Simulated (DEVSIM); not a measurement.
Structure: Cr/AlN/n-Ge capacitor, at 300 K.

```
layer (left to right)  material  thickness (nm)  Nd (cm⁻³)
---------------------  --------  --------------  ---------
1                           AlN            4.20          -
2                            Ge            1100       6e16
```

Metal gate on the left, work function 4.5 eV. Fixed charge at the semiconductor interface 0 cm⁻² (in units of +e); interface traps 6.7e11 cm⁻² eV⁻¹, uniform in energy, neutral level at 0.5 of the gap above the valence band.

The device is made up for the run: typed textbook-type constants, with dimensions and the other settings drawn at random. Values at 300 K.

| parameter | AlN | Ge |
|---|---|---|
| gap (eV) | 6.1 | 0.664 |
| affinity (eV) | 1.9 | 4 |
| permittivity | 8.5 | 16 |
| Nc (cm⁻³) | - | 1.04e19 |
| Nv (cm⁻³) | - | 6e18 |

DEVSIM, 1D Poisson equation in equilibrium, Boltzmann statistics, complete ionisation; no quantum confinement or tunnelling. Metal contacts follow the ideal Schottky-Mott rule: no Fermi-level pinning, no interface dipoles.

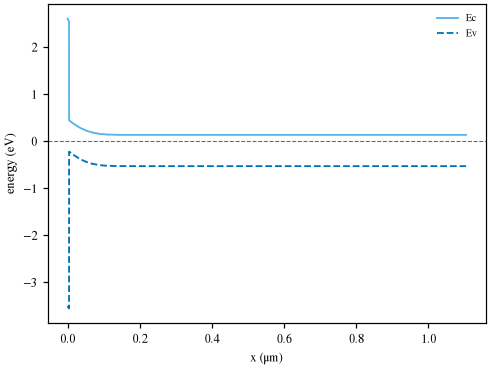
Figure: Band edges at 0.0 V on the gate

Energies count from the Fermi level of the right contact; mesh points crowd at the junctions.

| x (μm) | Ec (eV) | Ev (eV) | n (cm⁻³) | p (cm⁻³) | field (V/cm) |
|---|---|---|---|---|---|
| 0.000 | 2.600 | -3.500 | < 1e2 | < 1e2 | -130000 |
| 0.0008701 | 2.588 | -3.512 | < 1e2 | < 1e2 | -130000 |
| 0.002090 | 2.572 | -3.528 | < 1e2 | < 1e2 | -130000 |
| 0.003216 | 2.557 | -3.543 | < 1e2 | < 1e2 | -130000 |
| 0.004368 | 0.443 | -0.221 | 3.8e11 | 1.2e15 | -62000 |
| 0.005569 | 0.436 | -0.228 | 5.0e11 | 8.7e14 | -61000 |
| 0.008016 | 0.421 | -0.243 | 8.9e11 | 4.9e14 | -60000 |
| 0.01504 | 0.381 | -0.283 | 4.2e12 | 1.0e14 | -55000 |
| 0.02585 | 0.325 | -0.339 | 3.6e13 | 1.2e13 | -47000 |
| 0.04643 | 0.242 | -0.422 | 9.0e14 | 4.9e11 | -34000 |
| 0.08840 | 0.155 | -0.509 | 2.6e16 | 1.7e10 | -9800 |
| 0.2087 | 0.133 | -0.531 | 6.0e16 | 7.3e9 | -28 |
| 0.3942 | 0.133 | -0.531 | 6.0e16 | 7.3e9 | ≈ 0 |
| 0.6849 | 0.133 | -0.531 | 6.0e16 | 7.3e9 | ≈ 0 |
| 0.9309 | 0.133 | -0.531 | 6.0e16 | 7.3e9 | ≈ 0 |
| 1.017 | 0.133 | -0.531 | 6.0e16 | 7.3e9 | ≈ 0 |
| 1.059 | 0.133 | -0.531 | 6.0e16 | 7.3e9 | ≈ 0 |
| 1.082 | 0.133 | -0.531 | 6.0e16 | 7.3e9 | ≈ 0 |
| 1.095 | 0.133 | -0.531 | 6.0e16 | 7.3e9 | ≈ 0 |
| 1.100 | 0.133 | -0.531 | 6.0e16 | 7.3e9 | ≈ 0 |
| 1.103 | 0.133 | -0.531 | 6.0e16 | 7.3e9 | ≈ 0 |
| 1.104 | 0.133 | -0.531 | 6.0e16 | 7.3e9 | ≈ 0 |
